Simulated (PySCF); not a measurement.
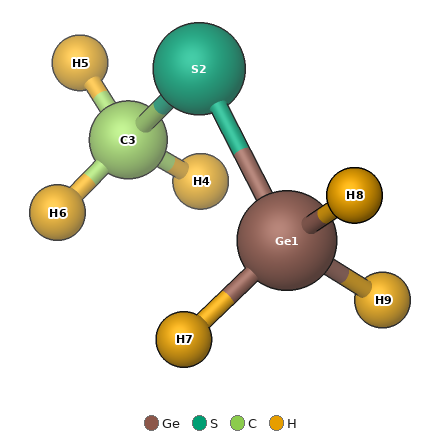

CH₆GeS, singlet. Vertical core-electron binding energies by ΔSCF (SCAN, pcX-2 on the ionised atom (unc-x2c-TZVPall on a metal), pcseg-1 elsewhere, spin-free X2C; PySCF 2.14.0, at a PBE0-D3(BJ)/def2-SVP geometry (no frequency check)), gas phase, against the vacuum level. One atom of each kind was ionised; within a panel, areas follow the number of like atoms and 2j + 1 (2p levels are split by first-order spin-orbit coupling, an approximation), Gaussians of 0.4 eV full width. Only the regions named are shown.

> Predict the S 2p photoelectron lines.

| level | atoms | binding energy (eV) |
| --- | --- | --- |
| S 2p1/2 | S2 | 170.1 |
| S 2p3/2 | S2 | 168.9 |

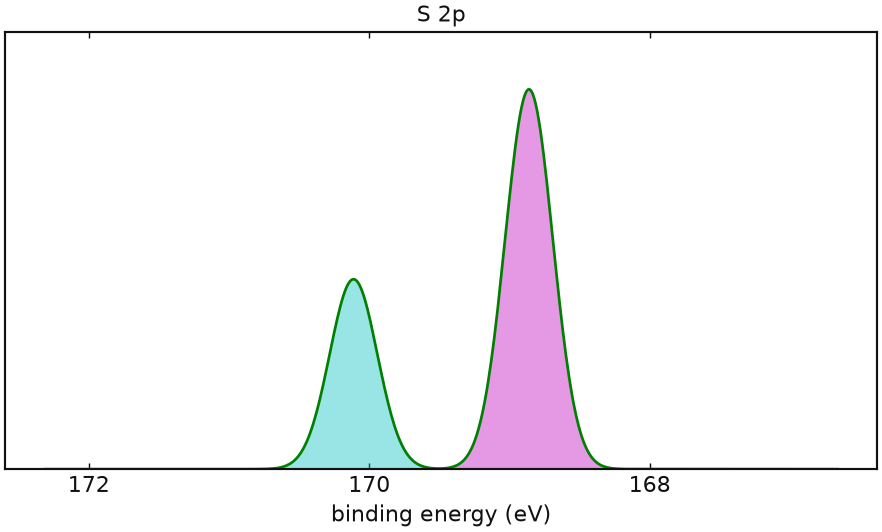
